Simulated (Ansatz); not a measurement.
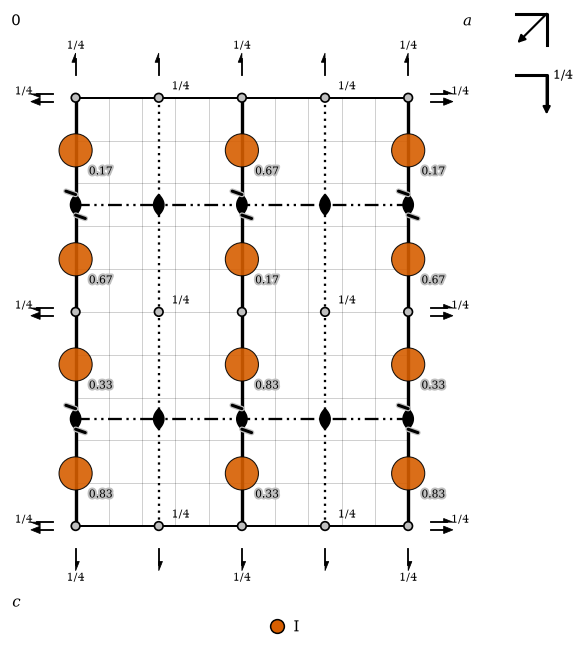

Plan of a unit cell projected along b (c down the page, a across); the numbers are heights as fractions of b, and atoms on the cell's edges are repeated. The grid marks tenths of c and a. The symmetry elements are drawn over the atoms. Graphical symbols as in the International Tables (origin upper left, heights as fractions; handed screw axes are marked by their printed symbols). Source: the input geometry of an electronic-structure calculation (not necessarily at equilibrium). All values are computed from the atomic coordinates in the standard setting (tolerance 0.002 Å).

a = 7.492 Å, b = 4.376 Å, c = 9.648 Å, α = 90.00°, β = 90.00°, γ = 90.00°.

What does the cell contain?

Answer. 8 I: I, Z = 8.

Which space group?

Answer. Cmce (No. 64), C-centred orthorhombic.

Give the independent sites, coordinates to two places.

Answer.
```csv
atom,site,symmetry,x,y,z
I,8f,m..,0.50,0.67,0.12
```
